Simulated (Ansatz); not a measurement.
## A computed series for PtTe2: response to strain

The parent structure is PtTe₂ (space group P-3m1, No. 164; layered; relaxed with 0.1 eV smearing).

```xyz
3
Lattice="4.0090 0.0000 0.0000 -2.0045 3.4719 0.0000 0.0000 0.0000 4.9600" Properties=species:S:1:pos:R:3 pbc="T T T"
Te     0.0000     2.3146     1.3413
Te     2.0045     1.1573     3.6187
Pt     0.0000     0.0000     0.0000
```

Strains are applied to the cell and any free atomic positions relax.

Method: DFT with PBEsol-D3(BJ), PAW potentials and a 420 eV plane-wave cutoff in Ansatz (a first-principles code), without spin-orbit coupling.

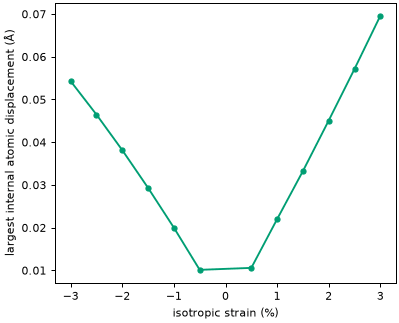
Figure. Largest internal atomic displacement against isotropic strain

```tsv
isotropic strain (%)	largest internal atomic displacement
-3	0.054 Å
-2.5	0.046 Å
-2	0.038 Å
-1.5	0.029 Å
-1	0.020 Å
-0.5	0.010 Å
0.5	0.011 Å
1	0.022 Å
1.5	0.033 Å
2	0.045 Å
2.5	0.057 Å
3	0.070 Å
```

Stability against distortions was not tested. The final runs are not spin-polarised.
